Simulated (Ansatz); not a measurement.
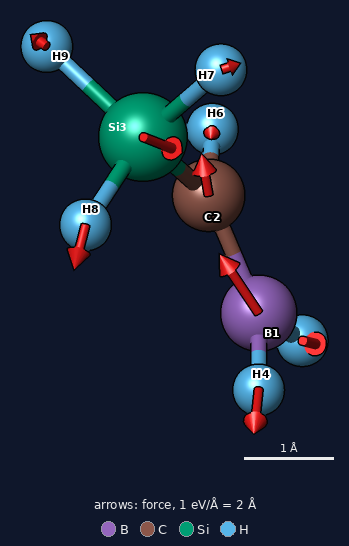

Starting geometry of CH$_{6}$BSi (charge −1) with the computed forces as red arrows. Style: ball-and-stick. Shown from a free direction.

These are results of RKS PBE0-D4/def2-TZVPD (Ansatz 0.2.0), not measurements.

The input:
```yaml
crystal:
  periodic: [false, false, false]
  atoms:
    - {symbol: B, position_ang: [-0.854810, 0.796840, -1.222410]}
    - {symbol: C, position_ang: [-0.087340, 0.696120, 0.020520]}
    - {symbol: Si, position_ang: [0.601400, -0.797680, 0.808360]}
    - {symbol: H, position_ang: [-1.163080, -0.165590, -1.875200]}
    - {symbol: H, position_ang: [-1.237050, 1.856160, -1.658170]}
    - {symbol: H, position_ang: [0.165970, 1.617340, 0.562680]}
    - {symbol: H, position_ang: [2.025600, -1.199400, 0.493290]}
    - {symbol: H, position_ang: [-0.124920, -2.074420, 0.559960]}
    - {symbol: H, position_ang: [0.674240, -0.729370, 2.310960]}
basis:
  gaussian: {orbitals: def2-TZVPD}
total_charge: -1
hamiltonian: {xc: pbe0, dispersion: d4}
relax: {f_tol: 0.005, max_steps: 200}
```

Launched with:
```bash
ansatz run in.yaml --threads 2 --pin off --events-out ev --progress --plain --max-ram 4352MiB
```

Is this structure relaxed? If not, where do the atoms go?

Answer. It isn't relaxed: the largest force vector, on B atoms, is 0.43 eV/Å. The final displacements have little in common with the starting forces (cosine between the two patterns 0.07). Over 10 geometry steps the energy falls by 5.04 kJ/mol. Largest force component: 0.38 eV/Å at the start, 0.0014 eV/Å at the end. H4 moves most after the best rigid fit: 0.39 Å. Largest moves by element: H 0.39 Å, C 0.16 Å, B 0.12 Å, Si 0.04 Å. Among the contacts that change: C2–Si3 1.824 → 1.804 Å, B1–H4 1.203 → 1.220 Å, B1–H5 1.208 → 1.223 Å, Si3–H8 1.490 → 1.501 Å. Among the angles between lasting bonds that change: B1–C2–Si3 128.4° → 122.9°, Si3–C2–H6 112.7° → 116.6°, C2–Si3–H8 116.5° → 112.9°. Groups turn about C2–Si3 by about 25°.
